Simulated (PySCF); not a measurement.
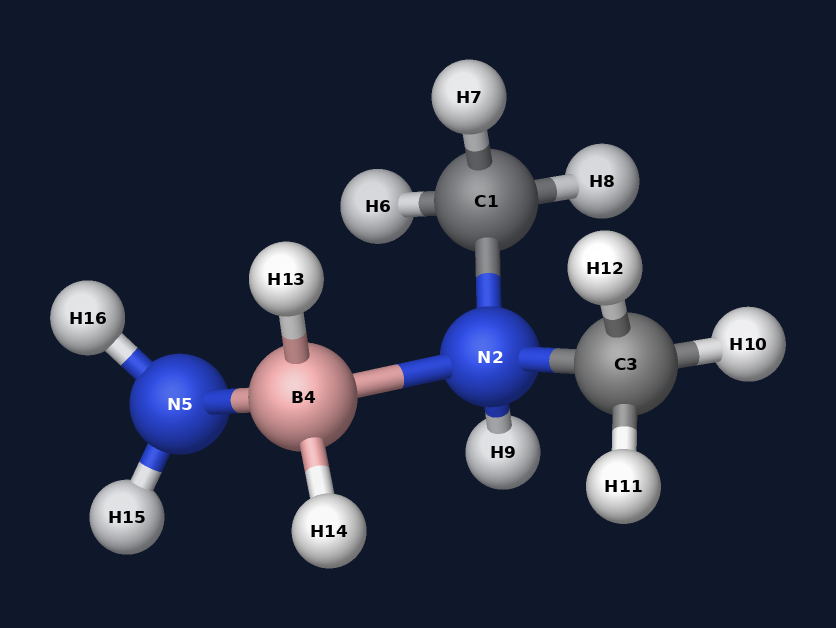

Computed geometry: PBE0-D3(BJ)/def2-SVP optimisation. No frequency run is at hand to confirm it as a minimum. Electric field gradients from the ground-state density, B3LYP/6-31G* (PySCF 2.14.0), non-relativistic apart from any core potentials.

Give the largest field-gradient component, the quadrupole coupling constant and the asymmetry for 14N at N2 (Q = 20.44 mb), 11B at B4 (Q = 40.59 mb), 14N at N5 (Q = 20.44 mb).

```csv
atom,V_zz (a.u.),e²qQ/h (MHz),η
N2,−0.621,−2.98,0.14
B4,0.211,2.02,0.26
N5,−0.892,−4.28,0.37
```
